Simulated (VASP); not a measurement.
Band structure of CdSe (wurtzite). Calculation: PBE GGA, VASP's PBE PAW potentials (set 64) (plane waves; VASP).

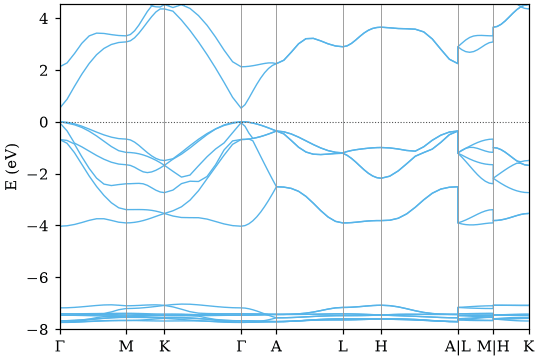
*Bands along high-symmetry lines, zero at the valence-band maximum or, without a gap, the Fermi level*

Problem. Read the plot: is there a gap, and where are the band edges?

Solution. The gap is direct, 0.52 eV, from the valence maximum at Γ to the conduction minimum at Γ. (Edges off the drawn lines would not show.)

Measured: gap 1.73 eV (computed value off by -1.21 eV), as given by Abedi et al., (2022), arXiv:2211.14644.

The compound is CdSe in the wurtzite structure. It was relaxed first, which changed the volume by +7 %.
